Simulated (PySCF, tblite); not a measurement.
# C₇H₁₀SSi: geometry, infrared bands and NMR shifts

Wanted: the infrared bands and NMR shifts of C₇H₁₀SSi (`C#CC1=CSC[SiH2][C@H]1C`), by calculation.

Computed with tblite 0.8.0 and PySCF 2.14.0, with density-fitted response routines of our own, on a single molecule in the gas phase. Atoms are numbered from 0 throughout.

## 1. The starting structure

19 atoms, charge 0, multiplicity 1; geometry from: force field or distance geometry start.

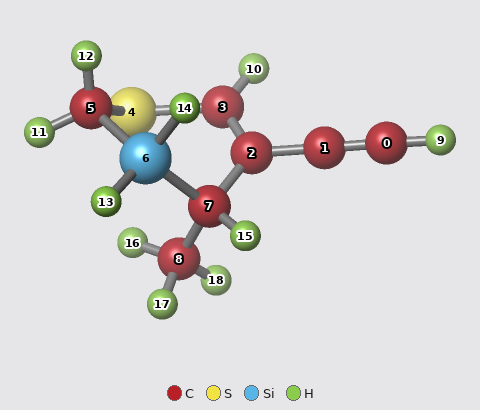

As it starts; carbon red, sulfur yellow, silicon blue, hydrogen green, atoms numbered.

## 2. Relaxing the molecule with GFN2-xTB

Job settings and geometry (Å):

```
{"job": {"kind": "relax", "xc": "GFN2-xTB", "basis": "xTB"}, "charge": 0, "multiplicity": 1}
C      2.907600    -2.181500    -0.295400
C      1.929900    -1.451000    -0.398400
C      0.800800    -0.579000    -0.480500
C      0.760400     0.269300    -1.531500
S     -0.648800     1.370000    -1.665100
C     -0.763100     2.293700    -0.126700
Si    -0.338700     1.114500     1.259500
C     -0.298400    -0.594900     0.534300
C     -1.616200    -1.078900     0.001700
H      3.741200    -2.835400    -0.214900
H      1.558300     0.272100    -2.258000
H     -1.799500     2.653600     0.062300
H     -0.073200     3.141800    -0.048400
H     -1.214300     1.235300     2.411300
H      1.038700     1.421900     1.672700
H      0.001900    -1.345100     1.318600
H     -2.195200    -0.345100    -0.568500
H     -2.261900    -1.343700     0.893100
H     -1.539000    -2.008600    -0.573500
```

Command:

```sh
> OMP_NUM_THREADS=1 python probes_run.py task.json out
```

The driver reads the jobs from task.json and runs them one after another.

**Question.** This job is followed by: GFN2-xTB harmonic vibrations, gas phase; GIAO PBE0/pcSseg-1 NMR shielding, non-relativistic, gas phase. Predict these results of the whole session: strongest single infrared mode (GFN2-xTB); zero-point energy (GFN2-xTB); 13C shifts against TMS (PBE0/pcSseg-1); 1H shifts against TMS (PBE0/pcSseg-1, means over atoms taken as alike); 33S shifts against CS2 (PBE0/pcSseg-1); 29Si shifts against TMS (PBE0/pcSseg-1).

As calculated:

| quantity | value |
| --- | --- |
| strongest single infrared mode (GFN2-xTB) | 2266 cm⁻¹, 410 km/mol |
| zero-point energy (GFN2-xTB) | 88.1 kcal/mol |
| 13C shifts against TMS (PBE0/pcSseg-1) | 140.8, 121.2, 91.1, 83.0, 20.3, 19.8, 8.7 ppm |
| 1H shifts against TMS (PBE0/pcSseg-1, means over atoms taken as alike) | 6.51, 4.24, 4.04, 2.64, 2.42, 1.87, 1.84, 1.26 ppm |
| 33S shifts against CS2 (PBE0/pcSseg-1) | 39 ppm |
| 29Si shifts against TMS (PBE0/pcSseg-1) | -54.5 ppm |

What this shows: The optimisation took 140 steps and gained 0.614 eV; among the close pairs (by a distance rule), C3–S4 changed most, from 1.793 to 1.741 Å. All 51 modes are real, so the xTB geometry is a minimum. The strongest single mode, at 2266 cm⁻¹, moves mainly H13. Unscaled tight-binding wavenumbers are off by several per cent, some by more. Its intensities can rank the bands wrongly. H10 (hydrogen on an alkene CH) lies farthest downfield among hydrogen, at 6.51 ppm; attached to an sp2 carbon and in the plane of the double bond. At PBE0/pcSseg-1: Shielding is most anisotropic at C1 (span 314 ppm, paramagnetic term -154 ppm).
